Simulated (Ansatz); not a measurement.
# B3LYP/6-31G(d) (Cartesian functions) run of C2HBF2 (SMILES C#CB(F)F)

What is the energy change on altering one bond length of C2HBF2 at B3LYP/6-31G* (Cartesian functions)? 

The results are computed with Ansatz 0.2.0.

36 further runs of the same task are left out: 36 set aside as unsound or not needed.

## 1. The structure to begin with

The species is C2HBF2 (6 atoms), meant as a singlet with charge 0. As SMILES, `C#CB(F)F`. The shape is that of a PBE0-D4/def2-TZVP optimisation.

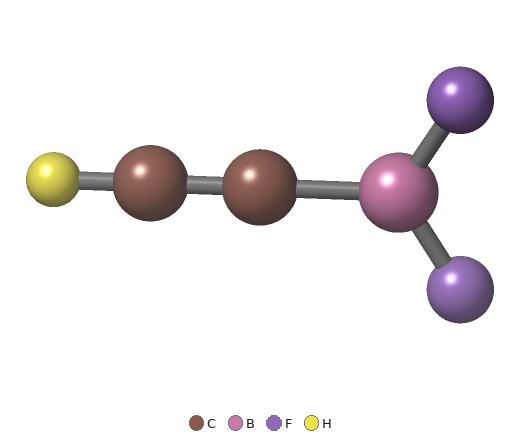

Viewed from a chosen angle; carbon brown, boron pink, fluorine purple, hydrogen yellow.

## 2. A single-point energy at B3LYP/6-31G(d) (Cartesian functions)

job.yaml

```yaml
crystal:
  periodic: [false, false, false]
  atoms:
    - {symbol: C, position_ang: [-0.883700, 0.450800, 1.253400]}
    - {symbol: C, position_ang: [-0.218600, 0.106200, 0.311700]}
    - {symbol: B, position_ang: [0.622000, -0.329200, -0.878400]}
    - {symbol: F, position_ang: [0.153600, -1.179500, -1.766600]}
    - {symbol: F, position_ang: [1.841700, 0.131700, -1.054100]}
    - {symbol: H, position_ang: [-1.473000, 0.756000, 2.087900]}
basis:
  gaussian:
    orbitals: "6-31G*"
hamiltonian:
  xc: {name: B3LYP}
accuracy: high
output: {orbitals: {seedname: orbitals}}
```

On the command line:

```console
$ ansatz run job.yaml --threads 1 --pin off --max-ram 3480MiB --events-out events.jsonl --progress --plain --runs-dir runs
```

Log:

```text
Warning: RAYON_NUM_THREADS=1 ignored (pool sized by the plan → 1); use --threads N
Functional definition: B3LYP
  name "B3LYP"
  parameter a0 = 0.2
  parameter ax = 0.72
  parameter ac = 0.81
  exchange = (1 - a0 - ax)*slater_x + ax*b88_x + a0*exact_x
  correlation = (1 - ac)*vwn_rpa_c + ac*lyp_c
1574 factors; integrals over basis functions are off by at most 3.0e-9 eV
mean field evaluation 1: about -8197.4090 eV, gradient 4.6e1 eV
mean field evaluation 2: about -8196.4495 eV, gradient 5.4e1 eV
mean field evaluation 4: about -8201.5829 eV, gradient 3.1e0 eV
mean field evaluation 8: about -8201.6804 eV, gradient 6.0e-2 eV
mean field evaluation 16: about -8201.6804 eV, gradient 4.6e-6 eV
mean field -8201.68039451 eV, -301.4061951996 hartree, gradient 6.8e-9 eV, S^2 0.000000; 0 other end points of the search recorded, 0 dependent functions left out
reference -8201.68042369 eV, -301.4061962720 hartree; 18, 18 occupied and 59, 59 virtual orbitals, 1574 factors
Total energy: -8201.68042369 eV, -301.4061962720 hartree
```

Run time: 5.1 s. Hardware: 1 thread of Arm Neoverse V1, shared host; peak memory 0.21 GiB.

## 3. The distorted shape at the same level

in.yaml

```yaml
crystal:
  periodic: [false, false, false]
  atoms:
    - {symbol: C, position_ang: [-1.303975, 0.668487, 1.848414]}
    - {symbol: C, position_ang: [-0.638875, 0.323887, 0.906714]}
    - {symbol: B, position_ang: [0.622000, -0.329200, -0.878400]}
    - {symbol: F, position_ang: [0.153600, -1.179500, -1.766600]}
    - {symbol: F, position_ang: [1.841700, 0.131700, -1.054100]}
    - {symbol: H, position_ang: [-1.893275, 0.973687, 2.682914]}
basis:
  gaussian:
    orbitals: "6-31G*"
total_charge: 0
output: {orbitals: {seedname: orbitals}}
accuracy: high
hamiltonian:
  xc: {name: B3LYP}
```

On the command line:

```console
$ ansatz run in.yaml --threads 1 --pin off --max-ram 3480MiB --events-out events.jsonl --progress --plain --runs-dir runs
```

Log:

```text
Warning: RAYON_NUM_THREADS=1 ignored (pool sized by the plan → 1); use --threads N
Functional definition: B3LYP
  name "B3LYP"
  parameter a0 = 0.2
  parameter ax = 0.72
  parameter ac = 0.81
  exchange = (1 - a0 - ax)*slater_x + ax*b88_x + a0*exact_x
  correlation = (1 - ac)*vwn_rpa_c + ac*lyp_c
1545 factors; integrals over basis functions are off by at most 6.0e-9 eV
mean field evaluation 1: about -8191.5949 eV, gradient 5.3e1 eV
mean field evaluation 2: about -8147.1693 eV, gradient 1.3e2 eV
mean field evaluation 4: about -8198.3254 eV, gradient 9.8e0 eV
mean field evaluation 8: about -8198.5645 eV, gradient 8.4e-1 eV
mean field evaluation 16: about -8198.5663 eV, gradient 2.8e-4 eV
mean field -8198.56629889 eV, -301.2917542965 hartree, gradient 7.0e-8 eV, S^2 0.000000; 0 other end points of the search recorded, 0 dependent functions left out
reference -8198.56632958 eV, -301.2917554243 hartree; 18, 18 occupied and 59, 59 virtual orbitals, 1545 factors
Total energy: -8198.56632958 eV, -301.2917554243 hartree
```

Run time: 4.8 s. Hardware: 1 thread of Arm Neoverse V1, shared host; peak memory 0.2 GiB.

## 4. What came out

At B3LYP/6-31G* (Cartesian functions):

| quantity | value |
| --- | --- |
| first shape: total energy | -301.40620 Eh |
| first shape: HOMO energy | -8.20 eV |
| first shape: LUMO energy | -1.20 eV |
| first shape: HOMO–LUMO gap | 7.00 eV |
| distorted shape: total energy | -301.29176 Eh |
| distorted shape: HOMO energy | -7.31 eV |
| distorted shape: LUMO energy | -1.58 eV |
| distorted shape: HOMO–LUMO gap | 5.73 eV |
| energy change with the C2–B3 bond stretched from 1.521 to 2.281 Å | 3.114 eV |

**Reading.** With the C2–B3 bond stretched from 1.521 to 2.281 Å the energy rises by 3.11 eV (72 kcal/mol). The first shape isn't relaxed at this level, so the change isn't measured from a minimum.
